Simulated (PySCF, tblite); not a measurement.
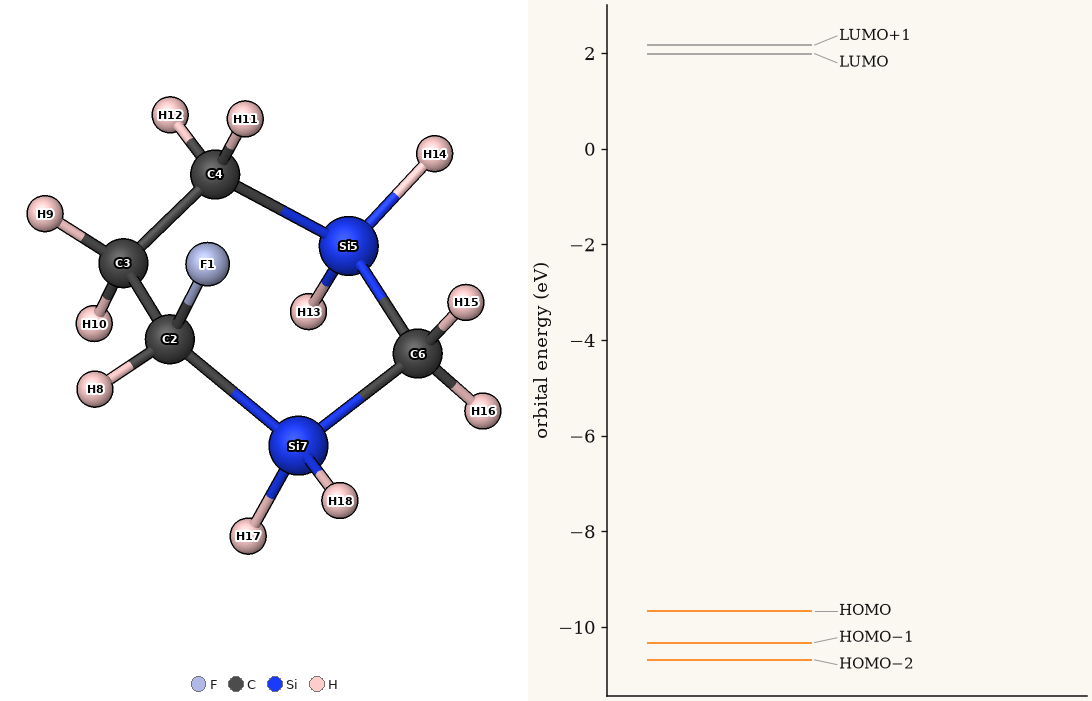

C₄H₁₁FSi₂, SMILES F[C@H]1CC[SiH2]C[SiH2]1. Kohn-Sham orbital energies near the frontier, ωB97X-D/def2-SVPD with PySCF 2.14.0, at a GFN2-xTB geometry (a minimum by its frequencies), isolated molecule; empty levels in grey, levels within 0.03 eV side by side.

**Where do the frontier orbitals lie?**

HOMO at −9.67 eV, LUMO at 1.99 eV, 11.66 eV apart.

**How far below the HOMO does the next level lie?**

0.66 eV.

**List the levels with the atoms that carry most of them (a dash for levels above zero or within 0.03 eV of another, where shares mean little).**

```
orbital  energy (eV)                Löwdin shares
 LUMO+1         2.17                            –
   LUMO         1.99                            –
   HOMO        −9.67   C2 19 %, Si7 12 %, C4 12 %
 HOMO−1       −10.33  C6 33 %, Si5 16 %, Si7 15 %
 HOMO−2       −10.69   C4 24 %, Si5 15 %, F1 12 %
```

Known limits of this run: the tight-binding geometry is rougher than a DFT one and adds to the error; one conformer of a flexible molecule; empty levels above zero depend strongly on the basis.
